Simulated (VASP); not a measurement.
Band structure of ScV3N4 (ordered alloy cell). Level of theory: PBEsol GGA, VASP's PBE PAW potentials (set 64) (plane waves; VASP 6.6.1).

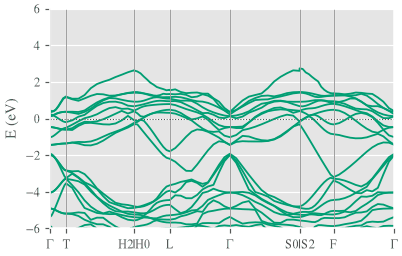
*Bands along high-symmetry lines, zero at the valence-band maximum or, without a gap, the Fermi level*

Problem. Read the plot: is there a gap, and where are the band edges?

Solution. It has no gap at this level: it comes out as a metal or semimetal. (Edges off the drawn lines would not show.)

The structure was generated: ScV3N4 was put into an ordered model structure (R-3m), which need not be its known phase. It was relaxed first. The run is not spin-polarised, so no magnetic state was tried.
